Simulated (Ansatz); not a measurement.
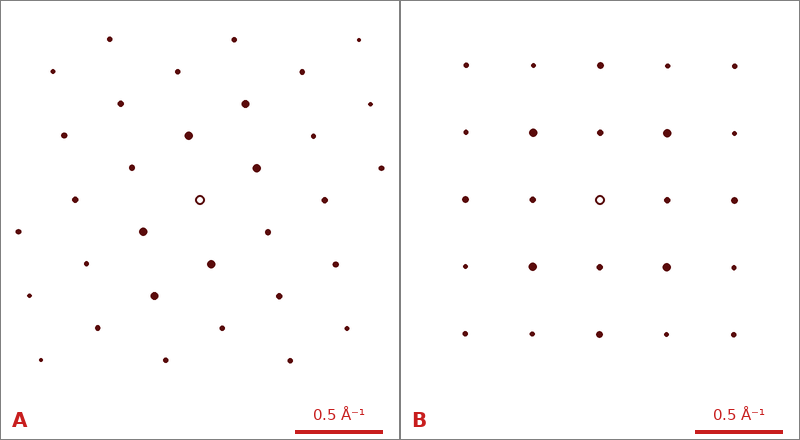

Kinematic electron diffraction patterns (120 kV, B = 0.5 Å², same scale, each along a low-index zone) of two structures of composition CuB, each relaxed at zero pressure with Ansatz, DFT r2SCAN, scalar-relativistic, plane waves, PAW. The runs are not spin-polarised.

The structures (standard cells):
1. Pm-3m (No. 221), a = 2.590 Å, 2 atoms; generated start, possibly hypothetical
2. F-43m (No. 216), a = 4.625 Å, 8 atoms; generated start, possibly hypothetical

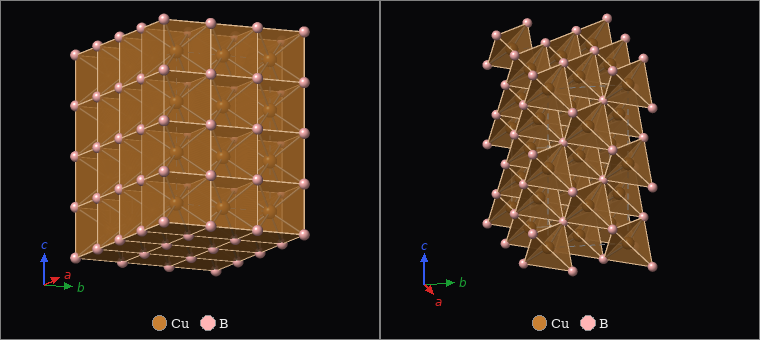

Drawings of the structures 1 to 2, from left to right (each may span several cells).

Which pattern belongs to which structure, and along which zone?

A is structure 2 along [110] or an equivalent direction: centred rectangular net of -1 1 -1 at d = 2.67 Å and -1 1 1 at d = 2.67 Å, 70.5° apart. B is structure 1 along [001] or an equivalent direction: square net of 1 0 0 at d = 2.59 Å and 0 1 0 at d = 2.59 Å, 90.0° apart.

Which structure lies lowest at this level of theory, and by how much?

Structure 1 (Pm-3m, 8.69 Å³ an atom) is the lowest of these; structure 2 (F-43m, 12.36 Å³ an atom) lies about 360 meV an atom higher. These are static energies at 0 K; other structures, not shown, may lie lower still.
